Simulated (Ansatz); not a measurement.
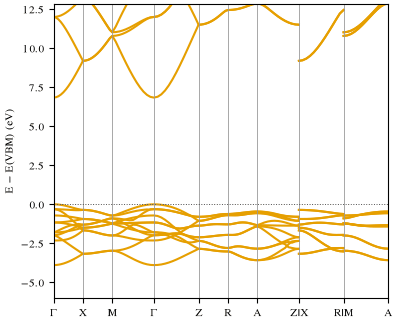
*Band structure from plane-wave PAW PBE (Ansatz code)*

**Question.** Read off the gap and where the band edges lie.

**Answer.** About 6.8 eV (6.84 eV by a search for the band edges); maximum at Γ, minimum at Γ.

The material is MgF$_{2}$ (rutile, P4_2/mnm).

Symmetry was held in the PBE relaxation.

Potentials: the later of the program's two PAW sets.
